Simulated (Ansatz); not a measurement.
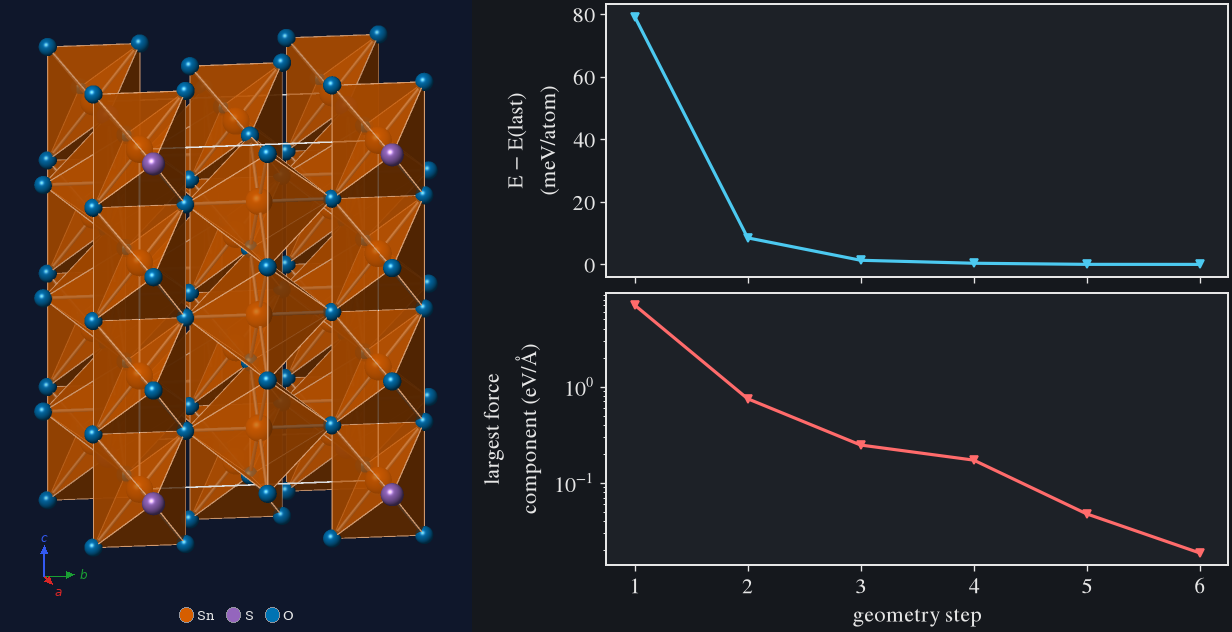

Beside the plot: the structure at the start.

History of a geometry optimisation. The run: Sn$_{12}$SO$_{23}$ (defect cell, 36 atoms in the cell), by DFT, PBE, plane-wave PAW, default files, scalar-relativistic in Ansatz; cutoff 420 eV, 3×3×2 k-mesh, Fermi–Dirac smearing of 0.01 eV. Only the atoms move.

The optimisation met its thresholds at geometry 6, counting the start as the first. The energy fell by about 79 meV/atom from the first step to the last. The largest force component goes from about 7 eV/Å at the start to 0.019 eV/Å at the end.
